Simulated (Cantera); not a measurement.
Feed: 1 mol FeS, 2500 mol H₂, equilibrated at 1330 Pa.

Cantera equilibrium calculation (NASA polynomials, part measured and part estimated; ideal gas, pure solids and liquids). Candidate condensed phases: Fe, FeS, FeS₂, S; 8 gas species. FeS: taken at fixed stoichiometry. Rates play no part.

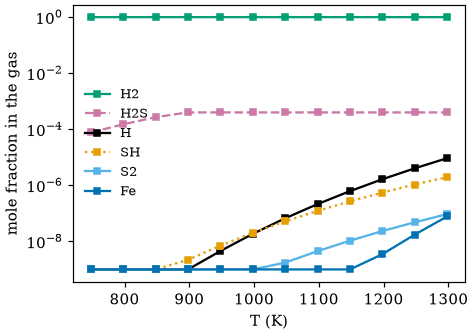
Figure: Equilibrium gas composition (values under 1e-9 drawn at 1e-9)

### Question
Read off the mole fractions at 1248 K.

### Answer
H₂ about 1.00, H₂S about 0.00040, H about 4.0e-6, SH about 1.1e-6, S₂ about 4.8e-8, Fe about 1.7e-8.
